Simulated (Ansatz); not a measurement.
The figure comes from a scan of CsSnI₃ (cubic perovskite): volume and axial ratio are varied about the relaxed values (subscript 0). The numbers are results of PBE (plane waves to 420 eV, PAW, scalar-relativistic; Ansatz, a program for electronic structure), not measurements. k mesh 6×6×6 (Γ-centred), Fermi-Dirac smearing 0.05 eV. Stress and pressure are positive under compression. On this mesh the relaxed cell isn't quite at rest: it carries a pressure of 0.1 GPa (compression positive) at the zero of the scan. CsSnI3 was relaxed with its symmetry unable to fall. Spin-orbit coupling is left out, though I is heavy. This is a high-temperature form of CsSnI3. 

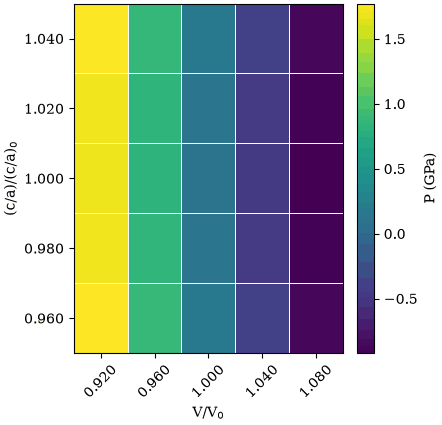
Figure: P (GPa), one tile a computed point.

**Question.** Turn the plot into a table (rounded to what can be read).

**Answer.** To the nearest 0.5:

P (GPa), with V/V₀ across and (c/a)/(c/a)₀ down:

```
(c/a)/(c/a)₀ \ V/V₀  0.920  0.960  1.000  1.040  1.080
-------------------  -----  -----  -----  -----  -----
0.960                  2.0    1.0    0.0   -0.5   -1.0
0.980                  1.5    1.0    0.0   -0.5   -1.0
1.000                  1.5    1.0    0.0   -0.5   -1.0
1.020                  1.5    1.0    0.0   -0.5   -1.0
1.040                  2.0    1.0    0.0   -0.5   -1.0
```

(Under strain, the slope of the energy per volume gives the stress and its curvature an elastic modulus.)
